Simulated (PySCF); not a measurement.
# Cl₂CrH₈O₄+: ligand-field states

Aim: compute the ligand-field states of Cl₂CrH₈O₄+.

Computed with PySCF 2.14.0 and routines of our own; the level stands in each step. Atoms count from 0.

## 1. The system as given

15 atoms, charge 1, states of the metal's open shell are computed; geometry from: model start, shaken.

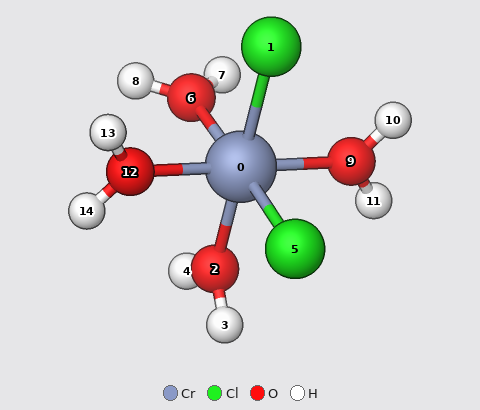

The starting geometry (chromium light blue, chlorine green, oxygen red, hydrogen white); sticks join atoms by distance alone.

## 2. Geometry optimisation at PBE0-D3(BJ)/def2-SVP

What the job is given:

```
{"job": {"xc": "PBE0", "basis": "def2-SVP", "d3": "d3bj", "grid": 1, "maxiter": 45, "kind": "geom"}, "charge": 1, "metal": "Cr", "open_shell": "d3"}
Cr     0.000020     0.004480    -0.004110
Cl    -0.013360    -0.006820     2.310130
O      0.000900     0.020100    -1.982380
H      0.765690     0.007350    -2.544650
H     -0.773420    -0.013960    -2.550440
Cl     2.335430    -0.020160    -0.006860
O     -2.003520    -0.019340    -0.027630
H     -2.553530     0.755990     0.004070
H     -2.547650    -0.777800    -0.037750
O     -0.008080     1.974270     0.001700
H     -0.022950     2.542830     0.760320
H     -0.012130     2.565910    -0.787110
O     -0.000490    -1.961730    -0.008750
H     -0.001680    -2.548340     0.775960
H     -0.018380    -2.548860    -0.754620
```

Command:

```sh
$ OMP_NUM_THREADS=1 python lf_run.py task.json out
```

This one command runs all jobs of the session in turn.

Output:

```text
step   0  E = -2269.03230574  max force = 0.055331
step   1  E = -2269.04940962  max force = 0.031137
step   2  E = -2269.05479223  max force = 0.010910
step   3  E = -2269.05720410  max force = 0.009811
step   4  E = -2269.06112111  max force = 0.014497
step   5  E = -2269.06351254  max force = 0.010112
step   6  E = -2269.06695726  max force = 0.007429
step   7  E = -2269.02562615  max force = 0.043077
step   8  E = -2269.06651619  max force = 0.009448
step   9  E = -2269.06925120  max force = 0.011402
step  10  E = -2269.06964936  max force = 0.008684
step  11  E = -2269.07064764  max force = 0.003421
step  12  E = -2269.07088458  max force = 0.002452
step  13  E = -2269.07117241  max force = 0.003869
step  14  E = -2269.07150719  max force = 0.004665
step  15  E = -2269.07182389  max force = 0.003783
step  16  E = -2269.07203002  max force = 0.001409
step  17  E = -2269.07208372  max force = 0.001363
step  18  E = -2269.07210969  max force = 0.000841
step  19  E = -2269.07212625  max force = 0.000657
step  20  E = -2269.07212857  max force = 0.000692
step  21  E = -2269.07212720  max force = 0.000916
step  22  E = -2269.07212958  max force = 0.000639
step  23  E = -2269.07213202  max force = 0.000413
optimisation converged
```

Wall time 9.7 min (1 thread of Arm Neoverse V2, shared host); peak memory 0.77 GiB.

Relaxation path: (the energy doesn't fall at every step)

| step | energy from step 0 (eV) | largest force component (eV/Å) |
| --- | --- | --- |
| 0 | 0.0000 | 2.8452 |
| 1 | -0.4654 | 1.6011 |
| 2 | -0.6119 | 0.5610 |
| 3 | -0.6775 | 0.5045 |
| 4 | -0.7841 | 0.7455 |
| 5 | -0.8492 | 0.5200 |
| 6 | -0.9429 | 0.3820 |
| 7 | 0.1818 | 2.2151 |
| 8 | -0.9309 | 0.4858 |
| 9 | -1.0053 | 0.5863 |
| 10 | -1.0162 | 0.4465 |
| 11 | -1.0433 | 0.1759 |
| 12 | -1.0498 | 0.1261 |
| 13 | -1.0576 | 0.1990 |
| 14 | -1.0667 | 0.2399 |
| 15 | -1.0753 | 0.1945 |
| 16 | -1.0810 | 0.0725 |
| 17 | -1.0824 | 0.0701 |
| 18 | -1.0831 | 0.0432 |
| 19 | -1.0836 | 0.0338 |
| 20 | -1.0836 | 0.0356 |
| 21 | -1.0836 | 0.0471 |
| 22 | -1.0837 | 0.0329 |
| 23 | -1.0837 | 0.0212 |

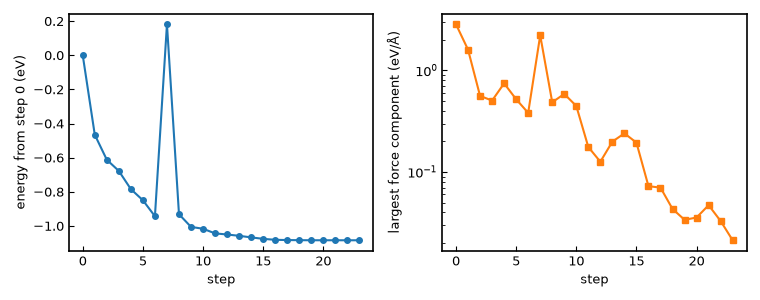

Energy and force, step by step.

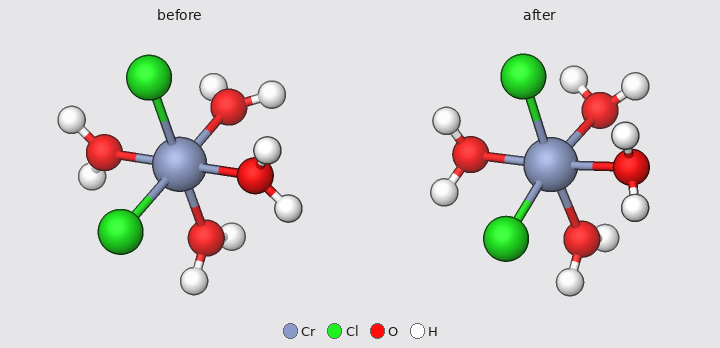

The geometry before (left) and after (right).

Distances of close pairs at the start and the end, largest changes first:

| bond | before (Å) | after (Å) | change (Å) |
| --- | --- | --- | --- |
| Cr0–Cl5 | 2.336 | 2.217 | -0.119 |
| Cr0–O6 | 2.004 | 2.097 | +0.093 |
| Cr0–Cl1 | 2.314 | 2.224 | -0.090 |
| Cr0–O2 | 1.978 | 2.056 | +0.077 |
| Cr0–O12 | 1.966 | 2.028 | +0.062 |
| Cr0–O9 | 1.970 | 2.030 | +0.060 |
| O6–H8 | 0.934 | 0.969 | +0.036 |
| O9–H10 | 0.948 | 0.975 | +0.027 |

The end geometry stands in the next job.

| at the end point | value |
| --- | --- |
| rotational constants (GHz, main isotopes) | 1.347, 1.152, 1.002 |
| ⟨S²⟩ | 3.789 |

## 3. Ligand-field states: state-averaged CASSCF

What the job is given:

```
{"job": {"kind": "lf", "basis": {"metal": "x2c-TZVPall", "ligand": "x2c-SVPall"}, "nevpt": true}, "charge": 1, "metal": "Cr", "open_shell": "d3"}
Cr     0.000000     0.000000     0.000000
Cl     2.217699    -0.169878    -0.000381
O     -2.054064    -0.080397     0.007096
H     -2.567809     0.739256    -0.015036
H     -2.629503    -0.854593    -0.045086
Cl    -0.270400     2.200161     0.008556
O     -0.177651    -2.089511     0.005783
H      0.198649    -2.513550     0.792065
H      0.242345    -2.526295    -0.750745
O      0.057765    -0.045620     2.028602
H      0.996883     0.056022     2.268886
H     -0.393208     0.731205     2.399718
O      0.065050    -0.047806    -2.026126
H      1.007867     0.030311    -2.261232
H     -0.368668     0.731322    -2.412026
```

Level: state-averaged CASSCF of the metal d shell, SC-NEVPT2 on the averaged canonical orbitals, state-interaction spin-orbit coupling.

Output:

```text
basis functions 180, electrons 97, active (3e, 5o)
stage 1: DIIS on the effective Fock matrix, level shift 0.30
cycle   1  E = -2274.6615584796  dE = -2.275e+03  max|g| = 3.422e-01
cycle   2  E = -2274.8903425701  dE = -2.288e-01  max|g| = 3.268e-01
cycle   3  E = -2273.7683563290  dE =  1.122e+00  max|g| = 1.036e+00
cycle   4  E = -2273.7205252307  dE =  4.783e-02  max|g| = 1.171e+00
cycle   5  E = -2272.8933322405  dE =  8.272e-01  max|g| = 1.622e+00
cycle   6  E = -2272.5530150869  dE =  3.403e-01  max|g| = 1.718e+00
cycle   7  E = -2272.7279432285  dE = -1.749e-01  max|g| = 1.886e+00
cycle   8  E = -2272.0812953203  dE =  6.466e-01  max|g| = 2.159e+00
cycle   9  E = -2270.9949656737  dE =  1.086e+00  max|g| = 1.677e+00
cycle  10  E = -2270.2732240432  dE =  7.217e-01  max|g| = 2.176e+00
cycle  11  E = -2270.3402311526  dE = -6.701e-02  max|g| = 2.146e+00
cycle  12  E = -2270.9134400340  dE = -5.732e-01  max|g| = 1.909e+00
cycle  13  E = -2272.7772249149  dE = -1.864e+00  max|g| = 1.616e+00
cycle  14  E = -2274.1914630616  dE = -1.414e+00  max|g| = 1.161e+00
cycle  15  E = -2274.9841742075  dE = -7.927e-01  max|g| = 1.307e-01
stage 2: quasi-Newton rotations from the point of smallest gradient
cycle  17  E = -2275.0420208583  dE = -5.785e-02  max|g| = 6.830e-02
cycle  18  E = -2275.0484160823  dE = -6.395e-03  max|g| = 2.858e-02
cycle  19  E = -2275.0498074427  dE = -1.391e-03  max|g| = 7.985e-03
cycle  20  E = -2275.0498923764  dE = -8.493e-05  max|g| = 2.341e-03
cycle  21  E = -2275.0499139051  dE = -2.153e-05  max|g| = 6.519e-04
cycle  22  E = -2275.0499156085  dE = -1.703e-06  max|g| = 2.135e-04
cycle  23  E = -2275.0499158032  dE = -1.947e-07  max|g| = 3.754e-05
cycle  24  E = -2275.0499158158  dE = -1.262e-08  max|g| = 1.285e-05
cycle  25  E = -2275.0499158167  dE = -8.149e-10  max|g| = 3.507e-06
converged average energy = -2275.0499158167

 mult deg   label        CASSCF/cm-1   NEVPT2/cm-1
   4   1   4A2g                0.0           0.0
   4   1   4T2g            13259.6       16030.6
   2   1   2Eg             18557.6       16835.5
   2   1   2Eg             18581.3       16866.9
   4   1   4T2g            14058.7       16997.2
   4   1   4T2g            14261.0       17166.6
   2   1   2T1g            19207.7       17416.7
   2   1   2T1g            19375.8       17477.4
   2   1   2T1g            19669.1       18007.6
   4   1   4T1g            20851.2       23007.5
   2   1   2T2g            26280.5       24465.4
   2   1   2T2g            26351.9       24657.8
   4   1   4T1g            21477.2       24707.2
   2   1   2T2g            27269.5       25741.6
   4   1   4T1g            23044.0       26499.8
   2   1   2A1g            29210.0       30466.8
   2   1   2T2g            31155.0       32206.4
   2   1   2T1g            32356.4       33256.2
   2   1   2T2g            32111.3       33454.6
   2   1   2T2g            32276.8       33555.9
   2   1   2T1g            33366.3       34390.3
   2   1   2Eg             34552.0       34610.6
   2   1   2T1g            33754.1       34823.9
   4   1   4T1g            33893.6       35695.2
   2   1   2Eg             36204.1       36601.9
   4   1   4T1g            35764.3       37770.4
   2   1   2T1g            37707.5       37900.3
   4   1   4T1g            35152.7       37960.3
   2   1   2T1g            38737.0       39682.2
   2   1   2T1g            39394.7       40332.4
   2   1   2T2g            44905.5       44806.7
   2   1   2T2g            45102.7       46519.9
   2   1   2A2g            49431.5       47235.8
   2   1   2T2g            45582.7       47739.5
   2   1   2T1g            45470.4       48511.7
   2   1   2T1g            46030.7       49311.3
   2   1   2T2g            50891.0       49485.6
   2   1   2T2g            51541.6       50357.9
   2   1   2T2g            50900.7       50420.5
   2   1   2T1g            47115.2       50894.6
   2   1   2Eg             54461.0       56022.1
   2   1   2T1g            56861.7       56857.7
   2   1   2T1g            56957.0       56877.3
   2   1   2Eg             54955.8       57367.4
   2   1   2T1g            58102.9       58545.0
   2   1   2Eg             74395.3       71441.1
   2   1   2T2g            76165.1       72022.6
   2   1   2Eg             75953.9       72810.6
   2   1   2T2g            76996.0       72874.3
   2   1   2T2g            78734.0       75285.0

spin-orbit levels / cm-1
      0.00  x2  4A2g 1.00
      0.81  x2  4A2g 1.00
  15964.35  x2  4T2g 0.93 2Eg 0.05
  16022.39  x2  4T2g 0.99
  16650.98  x2  2Eg 0.35 2Eg 0.32 4T2g 0.28
  16780.70  x2  2Eg 0.38 2Eg 0.27 4T2g 0.20
  16983.61  x2  4T2g 0.91 4T2g 0.05
  17114.14  x2  4T2g 0.45 2Eg 0.31 4T2g 0.15
  17151.70  x2  4T2g 0.89 2T1g 0.04 4T2g 0.03
  17315.84  x2  4T2g 0.50 2Eg 0.18 4T2g 0.15
  17392.28  x2  2T1g 0.53 2T1g 0.30 4T2g 0.09
  17576.21  x2  2T1g 0.58 2T1g 0.30 4T2g 0.05
  18038.50  x2  2T1g 0.95
  23004.85  x2  4T1g 0.98
  23017.48  x2  4T1g 0.99
  24408.56  x2  2T2g 0.76 4T1g 0.22
  24513.65  x2  2T2g 0.57 4T1g 0.38 2T2g 0.04
  24783.96  x2  4T1g 0.82 2T2g 0.12 2T2g 0.06
  24894.74  x2  4T1g 0.57 2T2g 0.35 2T2g 0.07
  25724.76  x2  2T2g 0.94 4T1g 0.05
  26521.17  x2  4T1g 0.99
  26558.48  x2  4T1g 0.95 2T2g 0.05
  30492.69  x2  2A1g 0.99
  32213.38  x2  2T2g 1.00
  33231.74  x2  2T1g 0.95
  33458.26  x2  2T2g 0.94 2T2g 0.05
  33573.95  x2  2T2g 0.92 2T2g 0.04 2T1g 0.03
  34359.48  x2  2T1g 0.94
  34609.27  x2  2Eg 0.93 2T1g 0.04
  34840.85  x2  2T1g 0.92 2Eg 0.04
```

Wall time 16 s (1 thread of Arm Neoverse V2, shared host); peak memory 0.52 GiB.

From this job:

| quantity | value |
| --- | --- |
| spin-orbit constant ζ | 245 cm⁻¹ |

Powder susceptibility:

| T (K) | χT (cm³ K/mol) | μ(eff) |
| --- | --- | --- |
| 2 | 1.799 | 3.79 |
| 5 | 1.816 | 3.81 |
| 10 | 1.819 | 3.81 |
| 20 | 1.821 | 3.81 |
| 30 | 1.821 | 3.82 |
| 50 | 1.823 | 3.82 |
| 75 | 1.825 | 3.82 |
| 100 | 1.828 | 3.82 |
| 150 | 1.832 | 3.83 |
| 200 | 1.836 | 3.83 |
| 250 | 1.841 | 3.84 |
| 300 | 1.845 | 3.84 |

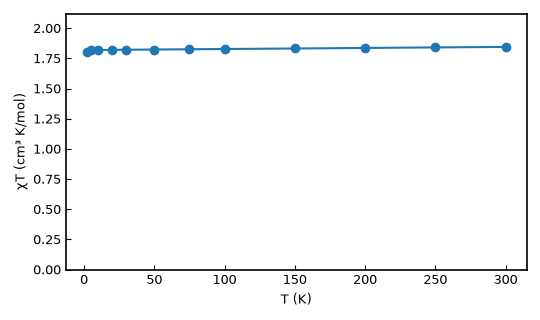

χT against temperature.

The fields below are evaluated on a grid from the run's orbitals.

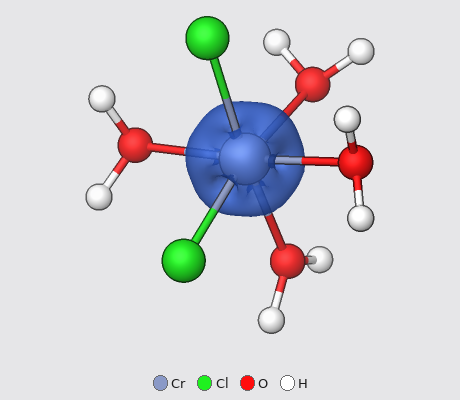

Spin density at ±0.2 e/Å³ (alpha excess blue, beta excess red).

In these pictures sticks join atoms by distance alone, so bonds to metals can be missing or extra.

## 4. Ligand-field states: state-averaged CASSCF (basis x2c-TZVPall)

Settings changed since step 3:

```diff
@@ -1,2 +1,2 @@
-{"job": {"kind": "lf", "basis": {"metal": "x2c-TZVPall", "ligand": "x2c-SVPall"}, "nevpt": true}, "charge": 1, "metal": "Cr", "open_shell": "d3"}
+{"job": {"kind": "lf", "basis": "x2c-TZVPall", "nevpt": true}, "charge": 1, "metal": "Cr", "open_shell": "d3"}
 Cr     0.000000     0.000000     0.000000
```

Level: state-averaged CASSCF of the metal d shell, SC-NEVPT2 on the averaged canonical orbitals, state-interaction spin-orbit coupling.

Output:

```text
basis functions 294, electrons 97, active (3e, 5o)
stage 1: DIIS on the effective Fock matrix, level shift 0.30
cycle   1  E = -2275.3279222371  dE = -2.275e+03  max|g| = 3.523e-01
cycle   2  E = -2275.5876660393  dE = -2.597e-01  max|g| = 1.969e-01
cycle   3  E = -2274.4350482689  dE =  1.153e+00  max|g| = 1.047e+00
cycle   4  E = -2274.4813753199  dE = -4.633e-02  max|g| = 1.131e+00
cycle   5  E = -2274.0627192744  dE =  4.187e-01  max|g| = 1.380e+00
cycle   6  E = -2273.9637381507  dE =  9.898e-02  max|g| = 1.341e+00
cycle   7  E = -2274.4179568662  dE = -4.542e-01  max|g| = 1.248e+00
cycle   8  E = -2274.3157574970  dE =  1.022e-01  max|g| = 1.372e+00
cycle   9  E = -2274.0983267943  dE =  2.174e-01  max|g| = 1.464e+00
cycle  10  E = -2273.8210576916  dE =  2.773e-01  max|g| = 1.469e+00
cycle  11  E = -2273.4032800087  dE =  4.178e-01  max|g| = 1.512e+00
cycle  12  E = -2272.9260003345  dE =  4.773e-01  max|g| = 2.101e+00
cycle  13  E = -2273.4689772119  dE = -5.430e-01  max|g| = 1.766e+00
cycle  14  E = -2275.0639942643  dE = -1.595e+00  max|g| = 1.036e+00
cycle  15  E = -2275.6648931693  dE = -6.009e-01  max|g| = 1.163e-01
stage 2: quasi-Newton rotations from the point of smallest gradient
cycle  17  E = -2275.7473819390  dE = -8.249e-02  max|g| = 5.350e-02
cycle  18  E = -2275.7578345785  dE = -1.045e-02  max|g| = 1.605e-02
cycle  19  E = -2275.7585979014  dE = -7.633e-04  max|g| = 3.820e-03
cycle  20  E = -2275.7586832704  dE = -8.537e-05  max|g| = 1.761e-03
cycle  21  E = -2275.7586972045  dE = -1.393e-05  max|g| = 6.081e-04
cycle  22  E = -2275.7586985457  dE = -1.341e-06  max|g| = 2.932e-04
cycle  23  E = -2275.7586986715  dE = -1.258e-07  max|g| = 1.107e-04
cycle  24  E = -2275.7586987055  dE = -3.401e-08  max|g| = 2.318e-05
cycle  25  E = -2275.7586987069  dE = -1.363e-09  max|g| = 4.411e-06
converged average energy = -2275.7586987069

 mult deg   label        CASSCF/cm-1   NEVPT2/cm-1
   4   1   4A2g                0.0           0.0
   4   1   4T2g            13255.1       15728.8
   4   1   4T2g            14037.1       16683.0
   2   1   2Eg             18576.8       16781.6
   4   1   4T2g            14196.8       16783.8
   2   1   2Eg             18601.4       16819.2
   2   1   2T1g            19224.3       17369.9
   2   1   2T1g            19439.2       17473.3
   2   1   2T1g            19696.4       17943.5
   4   1   4T1g            20838.7       22638.8
   4   1   4T1g            21433.3       24231.9
   2   1   2T2g            26274.3       24296.5
   2   1   2T2g            26359.1       24486.4
   2   1   2T2g            27291.2       25552.0
   4   1   4T1g            23001.5       25985.7
   2   1   2A1g            29218.5       30138.3
   2   1   2T2g            31167.8       31859.3
   2   1   2T1g            32356.9       32903.3
   2   1   2T2g            32070.3       33046.7
   2   1   2T2g            32286.9       33181.5
   2   1   2T1g            33326.8       33982.8
   2   1   2Eg             34578.8       34291.7
   2   1   2T1g            33742.8       34424.7
   4   1   4T1g            33799.3       35103.0
   2   1   2Eg             36186.3       36182.8
   4   1   4T1g            35812.6       37262.9
   4   1   4T1g            35111.9       37345.4
   2   1   2T1g            37716.2       37505.2
   2   1   2T1g            38723.0       39196.6
   2   1   2T1g            39365.5       39808.4
   2   1   2T2g            44874.1       44310.2
   2   1   2T2g            45100.7       45917.5
   2   1   2A2g            49447.8       46761.1
   2   1   2T2g            45530.6       46963.5
   2   1   2T1g            45419.1       47934.5
   2   1   2T1g            46022.5       48722.2
   2   1   2T2g            50862.5       49119.1
   2   1   2T2g            50860.3       49634.9
   2   1   2T2g            51576.4       49841.7
   2   1   2T1g            47057.6       50171.2
   2   1   2Eg             54460.5       55335.0
   2   1   2T1g            56866.9       56201.9
   2   1   2T1g            56946.5       56212.3
   2   1   2Eg             54902.0       56603.0
   2   1   2T1g            58068.0       57809.8
   2   1   2Eg             74393.7       70667.1
   2   1   2T2g            76114.3       71171.3
   2   1   2Eg             75960.3       72053.2
   2   1   2T2g            77019.1       72057.6
   2   1   2T2g            78709.1       74378.1

spin-orbit levels / cm-1
      0.00  x2  4A2g 1.00
      0.85  x2  4A2g 1.00
  15675.46  x2  4T2g 0.96 2Eg 0.03
  15722.69  x2  4T2g 0.99
  16481.11  x2  4T2g 0.53 2Eg 0.22 2Eg 0.19
  16571.56  x2  4T2g 0.52 2Eg 0.24 4T2g 0.14
  16670.02  x2  4T2g 0.88 4T2g 0.09
  16784.18  x2  4T2g 0.89 4T2g 0.08
  16934.48  x2  2Eg 0.62 4T2g 0.19 4T2g 0.09
  17087.09  x2  2Eg 0.45 4T2g 0.32 4T2g 0.15
  17340.02  x2  2T1g 0.71 2T1g 0.24
  17543.07  x2  2T1g 0.72 2T1g 0.23
  17965.82  x2  2T1g 0.97
  22637.81  x2  4T1g 0.98
  22649.50  x2  4T1g 0.99
  24106.82  x2  4T1g 0.65 2T2g 0.27 2T2g 0.07
  24171.80  x2  4T1g 0.74 2T2g 0.14 2T2g 0.11
  24427.04  x2  2T2g 0.53 4T1g 0.36 2T2g 0.10
  24602.53  x2  2T2g 0.68 4T1g 0.24 2T2g 0.07
  25510.74  x2  2T2g 0.88 4T1g 0.12
  26009.71  x2  4T1g 0.99
  26069.78  x2  4T1g 0.88 2T2g 0.12
  30163.74  x2  2A1g 0.99
  31866.45  x2  2T2g 1.00
  32875.96  x2  2T1g 0.94
  33052.57  x2  2T2g 0.95 2T2g 0.03
  33198.70  x2  2T2g 0.94 2T1g 0.03
  33948.00  x2  2T1g 0.93
  34283.24  x2  2Eg 0.89 2T1g 0.08
  34443.98  x2  2T1g 0.89 2Eg 0.07
```

It took 39 s on 1 thread of Arm Neoverse V2, shared host; peak memory 0.96 GiB.

From this job:

| quantity | value |
| --- | --- |
| spin-orbit constant ζ | 245 cm⁻¹ |

Powder susceptibility:

| T (K) | χT (cm³ K/mol) | μ(eff) |
| --- | --- | --- |
| 2 | 1.795 | 3.79 |
| 20 | 1.819 | 3.81 |
| 100 | 1.827 | 3.82 |
| 300 | 1.844 | 3.84 |

(Part 1 of 2 ends here.)
